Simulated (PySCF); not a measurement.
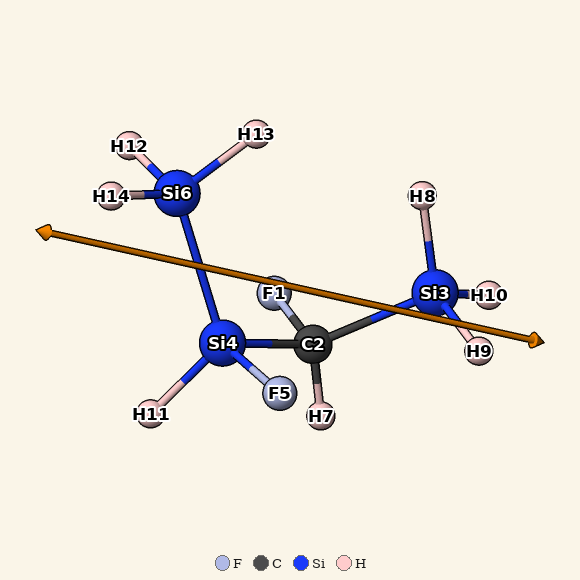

The double arrow shows the direction of the transition dipole to excited singlet state 3 (its length means nothing). The computed structure is the end point of a GFN2-xTB optimisation. No frequency run is at hand to confirm it as a minimum. Level of theory: TDDFT PBE0/def2-SVPD, vertical, gas phase, core orbitals frozen in the response (PySCF 2.14.0).

Question: How is the transition polarised?

Answer: Close to the long direction Si3···Si6.

Question: Where does the transition lie, and how strong is it?

Answer: 6.74 eV (184 nm), oscillator strength 0.047, mainly HOMO → LUMO+1 (weight 0.96); transition dipole 1.35 D.

The geometry is semi-empirical. Around Si such bond lengths and angles can be off by a tenth of an ångström or more and by several degrees, and values that hang on the shape move with them.
